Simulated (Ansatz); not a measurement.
# GeH2F (SMILES [F][GeH2]): methods side by side

GeH2F: 4 atoms, total charge 0, spin state doublet. As SMILES, `[F][GeH2]`. The shape is that of a PBE0-D4/def2-TZVP optimisation.

Each level gives the electronic atomisation energy (eV). The values are calculated. Electronic energies at fixed atoms, without zero-point motion or spin-orbit coupling.

```
           level                    kind  program  value (eV)  less FCI/STO-3G  CPU time (all runs)
      UHF/STO-3G            Hartree–Fock   Ansatz        9.48            -1.58               0.35 s
 U-revPBE/STO-3G                     GGA   Ansatz       13.99            +2.93                8.1 s
 U-r2SCAN/STO-3G                meta-GGA   Ansatz       14.03            +2.97                 28 s
U-r2SCAN0/STO-3G         hybrid meta-GGA   Ansatz       13.41            +2.35                 20 s
    UPBE0/STO-3G           global hybrid   Ansatz       13.58            +2.52                5.8 s
U-wB97M-V/STO-3G  range-separated hybrid   Ansatz       14.16            +3.10                 49 s
   UHSE06/STO-3G  range-separated hybrid   Ansatz       13.60            +2.54                8.9 s
  UB2PLYP/STO-3G           double hybrid   Ansatz       12.80            +1.74                  4 s
 UCCSD(T)/STO-3G   coupled cluster or CI   Ansatz       11.04            -0.02               0.66 s
      FCI/STO-3G      exact in the basis   Ansatz       11.06             0.00                4.1 s
```

FCI/STO-3G is exact within its basis and frozen core, so for wave-function methods in that basis the difference is their error; functionals converge differently with the basis, so for them it is only a difference. All-electron rows without a relativistic Hamiltonian named are non-relativistic. The values span 9.48 to 14.16 eV. Spin contamination of the reference (⟨S²⟩ at least 0.1 too high) touches U-revPBE/STO-3G, U-r2SCAN/STO-3G, U-r2SCAN0/STO-3G, UPBE0/STO-3G, U-wB97M-V/STO-3G, UHSE06/STO-3G. All rows use very small basis sets, so none should be taken for the real molecule's value. In the correlated wave-function rows the outer d shell of Ge is correlated, in sets not made for it. Times are those of the runs behind each value, whatever else they computed, on shared processors of several kinds: orders of magnitude only.

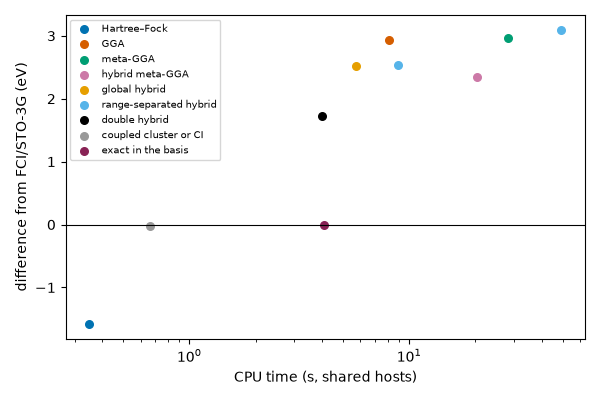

Difference from FCI/STO-3G against processor time, one point a level.
